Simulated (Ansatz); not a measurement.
**Loss of CH4: C4H6F4 → C3H2F4 + CH4**

Species: C4H6F4 `CC(F)(F)C(F)CF`, singlet; C3H2F4 `FCC(F)=C(F)F`, singlet; CH4 `C`, singlet. 

Shapes, held fixed at every level: PBE0-D4/def2-TZVP. Flexible molecules stand in one conformer, not always the lowest. Programs: Ansatz 0.2.0. Electronic energies: no zero-point or thermal term.

```json
{"level": "HF/def2-TZVPP", "kind": "Hartree–Fock", "ΔE (kJ/mol)": "+158.9", "less CCSD(T)/CBS estimate": "-17.2"}
{"level": "r2SCAN-D4/def2-TZVPP", "kind": "meta-GGA", "ΔE (kJ/mol)": "+166.6", "less CCSD(T)/CBS estimate": "-9.5"}
{"level": "B3LYP-D4/def2-TZVPP", "kind": "global hybrid", "ΔE (kJ/mol)": "+152.5", "less CCSD(T)/CBS estimate": "-23.6"}
{"level": "PBE0-D4/def2-TZVPP", "kind": "global hybrid", "ΔE (kJ/mol)": "+169.6", "less CCSD(T)/CBS estimate": "-6.5"}
{"level": "wB97M-V/def2-TZVPP", "kind": "range-separated hybrid", "ΔE (kJ/mol)": "+172.9", "less CCSD(T)/CBS estimate": "-3.2"}
{"level": "MP2/def2-TZVPP", "kind": "perturbation theory", "ΔE (kJ/mol)": "+179.1", "less CCSD(T)/CBS estimate": "+3.0"}
{"level": "CCSD/def2-TZVPP", "kind": "coupled cluster or CI", "ΔE (kJ/mol)": "+173.2", "less CCSD(T)/CBS estimate": "-2.9"}
{"level": "CCSD(T)/CBS estimate", "kind": "coupled cluster or CI", "ΔE (kJ/mol)": "+176.1", "less CCSD(T)/CBS estimate": "0.0"}
```

The highest level, CCSD(T)/CBS estimate, gives ΔE = +176.1 kJ/mol; the levels span +152.5 to +179.1. The column of differences is taken from that level and isn't an error. No measured value is set beside it here. The CBS estimate extrapolates MP2 from def2-TZVPP and def2-QZVPP and adds CCSD(T) − MP2 in the triple-zeta set, cores frozen.

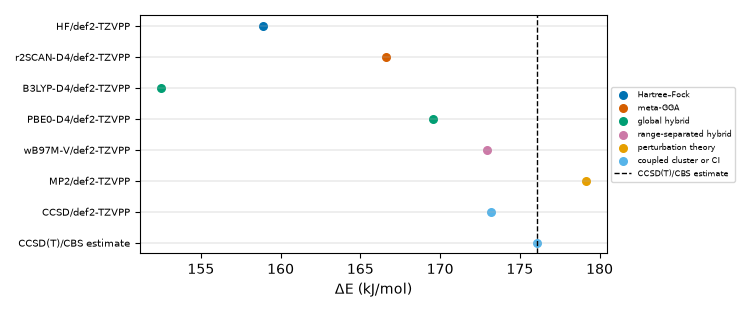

The values of the table, level by level.
